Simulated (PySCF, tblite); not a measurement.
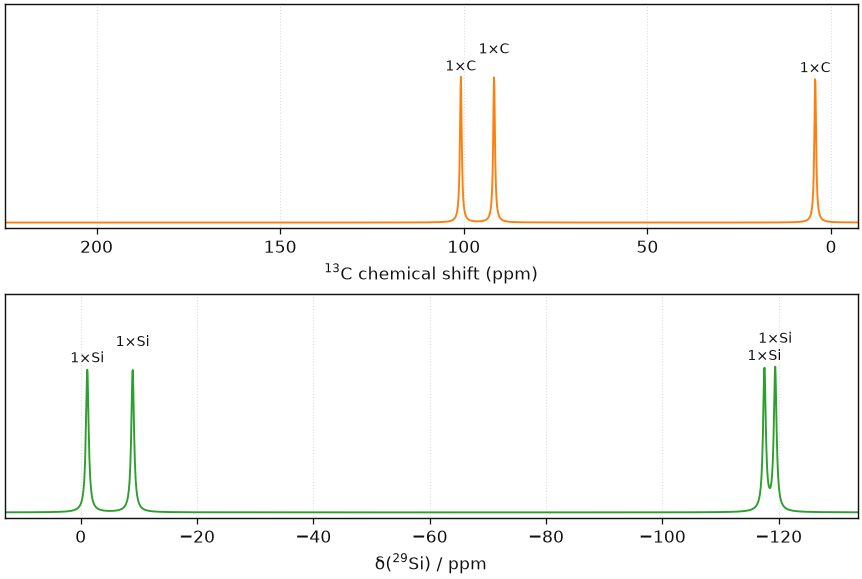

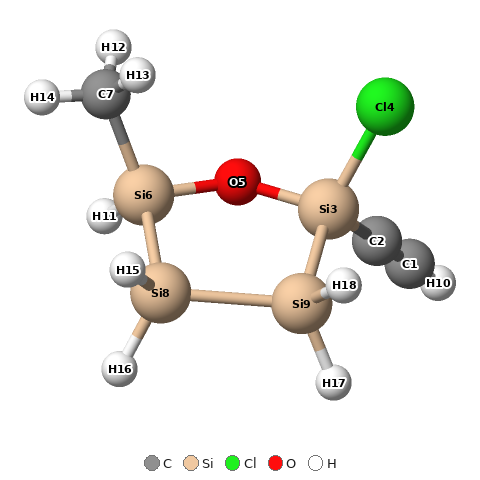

Spectrum and numbered structure of C₃H₉ClOSi₄, SMILES C#C[Si@@]1(Cl)O[Si@H](C)[SiH2][SiH2]1. GIAO shifts, PBE0/pcSseg-1 in PySCF, at a GFN2-xTB geometry (a minimum by its frequencies), against TMS for ¹³C and TMS for ²⁹Si computed at the same level. Gas phase, fully decoupled, line heights follow the number of nuclei, widths are arbitrary (no quadrupolar broadening); values of one conformer, averaged over methyl-type rotors and exact or near symmetry; other conformers aren't averaged in.

> Assign the ¹³C signals to the numbered atoms.

| δ (ppm) | nuclei | atoms |
| --- | --- | --- |
| 100.8 | 1 | C1 |
| 91.8 | 1 | C2 |
| 4.3 | 1 | C7 |

> Which atoms give which ²⁹Si line?

| δ (ppm) | nuclei | atoms |
| --- | --- | --- |
| −1.1 | 1 | Si6 |
| −8.9 | 1 | Si3 |
| −117.5 | 1 | Si9 |
| −119.4 | 1 | Si8 |

The order of signals that lie close, as those under 3 ppm apart, is within the error of the method.

Note: the tight-binding geometry is rougher than a DFT one and adds to the error.
